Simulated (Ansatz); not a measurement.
A series of calculations on AlSiH₄OF₃

Part 1: Relaxation

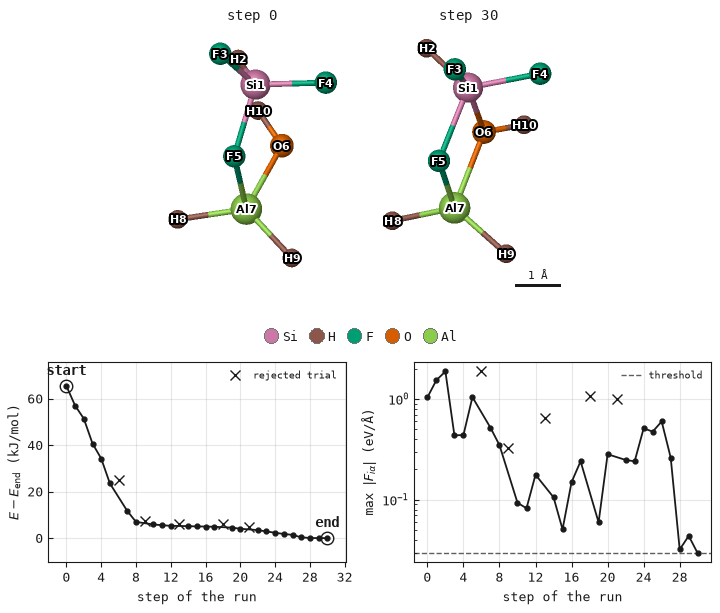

First and last geometry of a relaxation of AlSiH₄OF₃, with the history of the run. The picture is a ball-and-stick view, seen from a free direction.

The run prepares an end point of a later path (reaction) calculation, from a guessed geometry.

Method: RKS B3LYP-D4/cc-pVDZ (Ansatz).

The input:
```yaml
crystal:
  periodic: [false, false, false]
  atoms:
    - { symbol: Si, position_ang: [0.082091, 0.147188, -0.091753] }
    - { symbol: H, position_ang: [0.051164, -0.228323, 1.32164] }
    - { symbol: F, position_ang: [1.489532, -0.2472, -0.790216] }
    - { symbol: F, position_ang: [-0.210308, 1.703967, -0.406213] }
    - { symbol: F, position_ang: [-1.058636, -0.752807, -0.934006] }
    - { symbol: O, position_ang: [-2.405816, 0.002277, 1.325883] }
    - { symbol: Al, position_ang: [-2.988342, -1.06746, 0.039003] }
    - { symbol: H, position_ang: [-2.851818, -2.639094, 0.24169] }
    - { symbol: H, position_ang: [-3.961372, -0.34301, -0.976982] }
    - { symbol: H, position_ang: [-1.713995, -0.313739, 1.949555] }
basis:
  gaussian: { orbitals: cc-pVDZ }
hamiltonian:
  xc: b3lyp
  dispersion: d4
relax:
  f_tol: 0.03
  max_steps: 50
```

Command:
```bash
ansatz run input.yaml --threads 4 --pin off --max-ram 5120MiB --backend cpu --events-out ev --progress --plain --runs-dir out
```

Q: What do the curves and the structures tell?

A: It converged. The atom that moves furthest after the best rigid fit is H10 (1.23 Å). Largest moves by element: H 1.23 Å, F 0.70 Å, O 0.64 Å, Si 0.37 Å, Al 0.26 Å. Among the contacts that change: Si1–O6 2.867 → 1.939 Å, F5–Al7 2.184 → 1.922 Å, Si1–F5 1.679 → 1.804 Å, O6–Al7 1.772 → 1.873 Å. New bonds form, among them: Si1–O6 (2.87 → 1.94 Å). Among the angles between lasting bonds that change: F3–Si1–F5 104.1° → 88.6°, F4–Si1–F5 107.2° → 121.8°, F5–Al7–O6 86.9° → 75.2°. Groups turn about O6–Al7 by about 160°. After 25 accepted moves (30 points after the start) the energy has fallen by 65.4 kJ/mol. Largest force component: 1 eV/Å at the start, 0.029 eV/Å at the end. The line search rejected the trial steps at points 6, 9, 13, 18, 21 of the run. Cost: 67 s on 4 threads of Arm Neoverse V1, with other jobs on the host, peak memory 0.28 GiB.

```csv
step,"E − E(0), kJ/mol","largest force component, eV/Å",note
0,0.00,1.0348,
1,-8.42,1.5343,
2,-14.02,1.8704,
3,-24.74,0.4357,
4,-31.18,0.4383,
5,-41.91,1.0412,
6,-40.50,1.8971,rejected
7,-53.75,0.5190,
8,-58.44,0.3483,
9,-58.11,0.3246,rejected
10,-59.55,0.0935,
11,-59.87,0.0824,
12,-60.14,0.1774,
13,-59.23,0.6411,rejected
14,-60.26,0.1060,
15,-60.40,0.0510,
16,-60.43,0.1498,
17,-60.55,0.2408,
18,-59.40,1.0608,rejected
19,-60.88,0.0598,
21,-60.68,0.9981,rejected
22,-61.97,0.2483,
23,-62.56,0.2407,
24,-63.11,0.5117,
25,-63.65,0.4740,
26,-64.02,0.5976,
27,-65.08,0.2619,
28,-65.36,0.0322,
29,-65.41,0.0439,
30,-65.43,0.0295,
```

Part 2: Relaxation

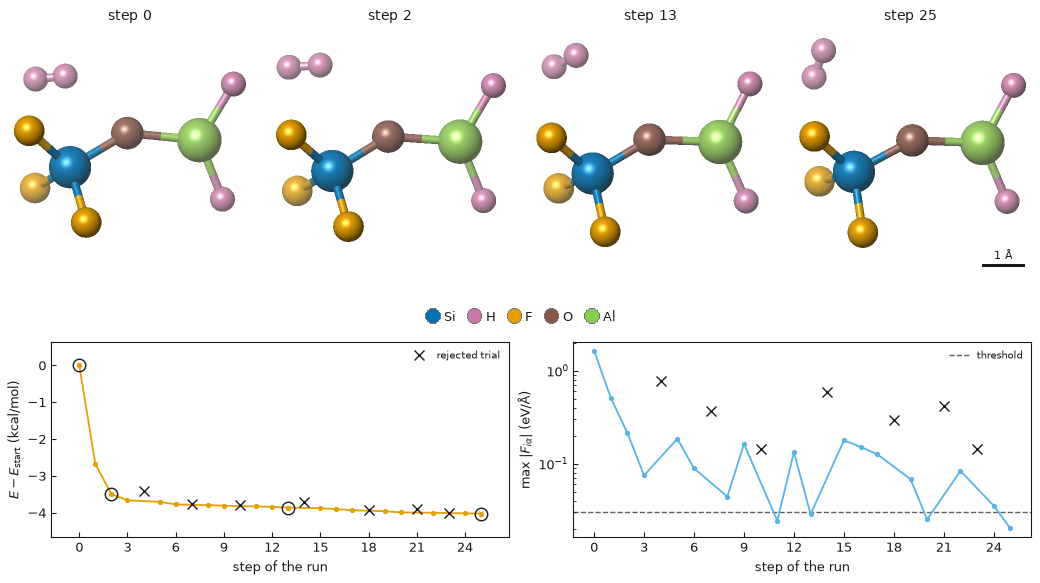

Frames of a relaxation of AlSiH4OF3, marked on the history of the run. Style: ball-and-stick. Shown at a tilt.

The run prepares an end point of a later path (reaction) calculation, from a guessed geometry.

These are results of Ansatz 0.2.0, RKS B3LYP-D4/cc-pVDZ, not measurements. Set-up: no spin polarisation; force threshold 0.03 eV/Å; at most 50 steps.

**Describe the path.**

The largest move after the best rigid fit is that of an H atom, 0.83 Å. By element the largest moves are H 0.83 Å, O 0.36 Å, F 0.28 Å, Si 0.21 Å, Al 0.11 Å. Among the contacts that change: H–H 0.718 → 0.762 Å, O–Si 1.654 → 1.621 Å, Al–H 1.586 → 1.576 Å, Al–O 1.753 → 1.749 Å. Among the angles between lasting bonds that change: Si–O–Al 143.6° → 150.0°, F–Si–O 109.6° → 111.8°. Groups turn about Al–O by about 25°. The energy falls by 4.02 kcal/mol in 18 accepted moves (25 points after the start). The largest force component goes from 1.6 to 0.02 eV/Å. The line search rejected the trial steps at points 4, 7, 10, 14, 18, 21, 23 of the run. The forces were under the threshold at step 11, but the run went on from there. Cost: 53 s on 4 threads of Arm Neoverse V1 (shared host), peak memory 0.28 GiB. From step 0 to 2: an H atom moves most (0.38 Å), energy −3.49 kcal/mol. From step 2 to 13: an H atom moves most (0.27 Å), energy −0.37 kcal/mol. From step 13 to 25: an H atom moves most (0.35 Å), energy −0.16 kcal/mol.

Limits of the set-up: the start holds two separate molecules, 2.2 Å apart at their closest, whose relative position is a soft coordinate.

Part 3: Path

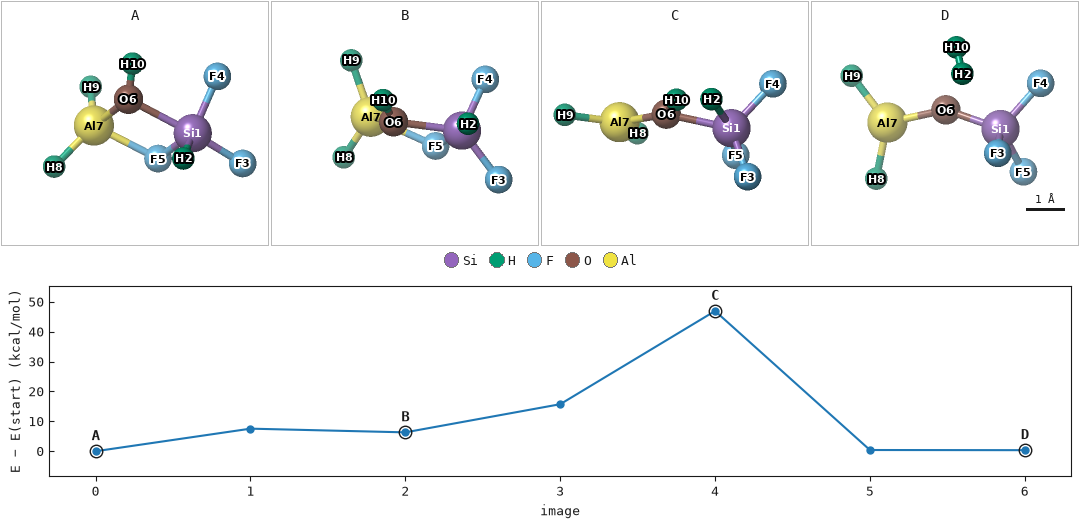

NEB run on AlSiH4OF3. Images are numbered from 0 (start) to 6 (end). Frames A to D are images 0, 2, 4, 6. Style: ball-and-stick. Shown at a tilt.

All numbers below come from Ansatz 0.2.0, RKS B3LYP-D4/cc-pVDZ. Settings: 5 movable images; climbing image; force threshold 0.03 eV/Å; iteration limit 60; starting path through a guess of the saddle point.

Question: What happens along the path, and what is the barrier?

Answer: The path has more than one stage, and so few images may leave a stage unresolved. Breaking: F5–Al7 (1.92 → 3.22 at the top → 3.86 Å), O6–H10 (0.97 → 1.17 at the top → 3.35 Å), Si1–H2 (1.47 → 1.71 at the top → 3.19 Å). Forming: H2–H10 (3.04 → 1.10 at the top → 0.76 Å). Forward barrier 46.9 kcal/mol, backward barrier 46.6 kcal/mol, with image 4 at the top; the reaction energy is +0.4 kcal/mol. The band converged in 54 iterations. The largest component of the band force went from 18 to 0.03 eV/Å. The climbing image converged on the top of the path. Its vibrational analysis gives 2 imaginary modes over 30i cm⁻¹, so it isn't confirmed as a transition state.

The run took 8.8 min on 4 threads of Arm Neoverse V1, on a shared host, peak memory 0.3 GiB.
